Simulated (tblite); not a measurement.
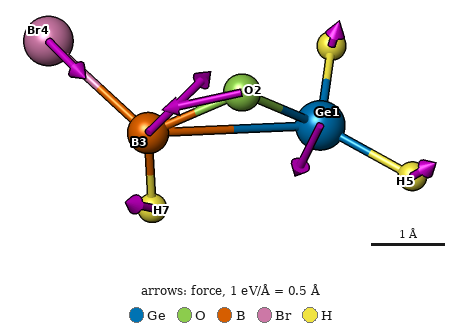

Starting geometry of BGeH₃OBr (multiplicity 2) with the computed forces as purple arrows. Style: ball-and-stick. Shown from a free direction.

Method: GFN2-xTB geometry optimisation, gas phase in tblite 0.8.0. 

Q: Is this structure relaxed? If not, where do the atoms go?

A: It isn't relaxed: the largest force vector, on the B atom, is 3.01 eV/Å. The final displacements follow the starting forces only in part (cosine between the two patterns 0.32). The atom that moves furthest after the best rigid fit is an H atom (1.27 Å). By element the largest moves are H 1.27 Å, O 1.15 Å, Br 1.03 Å, Ge 0.60 Å, B 0.42 Å. Some distances before and after: B–Ge 2.588 → 3.060 Å, B–O 1.455 → 1.300 Å, B–Br 2.024 → 1.895 Å, Ge–H 1.515 → 1.595 Å. Among the angles between lasting bonds that change: Ge–O–B 106.2° → 165.0°, O–Ge–H 115.4° → 94.8°, O–Ge–H 113.0° → 94.8°. Over 71 geometry steps the energy falls by 196.5 kJ/mol.
